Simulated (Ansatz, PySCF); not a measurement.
Potential energy curve for Cr(O)2(Cl)2, SMILES [Cl][Cr](=[O])(=[O])[Cl]. The Cr1–Cl5 bond (Cr1 also carries Cl, O, O; Cl5 carries nothing else) is pulled apart rigidly from the PBE0/def2-TZVP optimised geometry.

```
5

Cr     0.0000     0.0000     0.0000
O      0.0000     1.4504    -0.5063
O      1.2670    -0.7047    -0.5080
Cl    -1.6965    -0.9980    -0.7478
Cl     0.0000     0.0000     2.1056
```

RKS-PBE = restricted PBE/def2-TZVP run with Ansatz (a program for electronic structure); UHF/3-21G = unrestricted Hartree-Fock/3-21G (PySCF); UKS-B3LYP = unrestricted B3LYP/def2-TZVP in Ansatz; UKS-B3LYP/6-31G* = unrestricted B3LYP/6-31G*, spherical d run with PySCF; RKS-PBE0 = restricted PBE0/def2-TZVP (Ansatz).

Energies are in kcal/mol, each relative to the lowest point of its own curve near equilibrium.

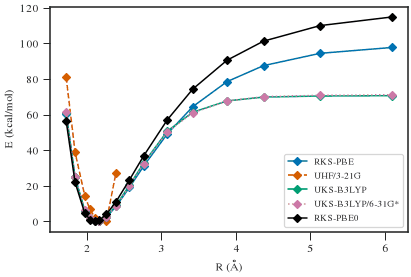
Figure. Energy against bond length for each method.

```tsv
R / Å	RKS-PBE	UHF/3-21G	UKS-B3LYP	UKS-B3LYP/6-31G*	RKS-PBE0
1.72	60.4	81.0	60.7	61.3	56.4
1.84	24.7	38.9	24.7	25.0	21.9
1.97	6.1	14.3	5.9	6.2	4.6
2.04	1.7	6.7	1.6	1.7	1.0
2.11	0.0	2.0	0.0	0.0	0.0
2.16	0.1	0.1	0.1	0.1	0.6
2.26	2.4	0.0	2.7	2.5	3.9
2.39	8.4	27.5	9.0	8.7	11.1
2.57	19.1	—	20.2	19.8	23.3
2.76	31.0	—	32.7	32.4	36.7
3.08	49.2	—	50.7	50.3	57.1
3.42	64.4	—	61.3	60.9	74.3
3.88	78.5	—	67.6	67.6	90.5
4.37	87.5	—	69.8	70.0	101.2
5.13	94.4	—	70.4	70.8	109.9
6.09	97.6	—	70.6	71.1	114.8
```

At the longest distance, 6.09 Å, RKS-PBE0 lies highest above its minimum (114.8 kcal/mol) and UKS-B3LYP lowest (70.6 kcal/mol).

Dashes: no converged value, or the column stops at the first point that the program doubted or that broke a chosen test of continuity, which isn't proof of a fault.

The restricted form behind RKS-PBE, RKS-PBE0 keeps the bonding electrons paired and can't separate into open-shell fragments. The unrestricted solution behind UHF/3-21G changes between 2.26 and 2.39 Å, which can leave a kink. The unrestricted determinant behind UHF/3-21G is spin-contaminated at 1.72 to 6.09 Å (<S²> up to 2.5, against 0.00 for a pure singlet). The unrestricted determinant behind UKS-B3LYP, UKS-B3LYP/6-31G* is spin-contaminated at 3.08 to 6.09 Å (<S²> up to 1.0, against 0.00 for a pure singlet).
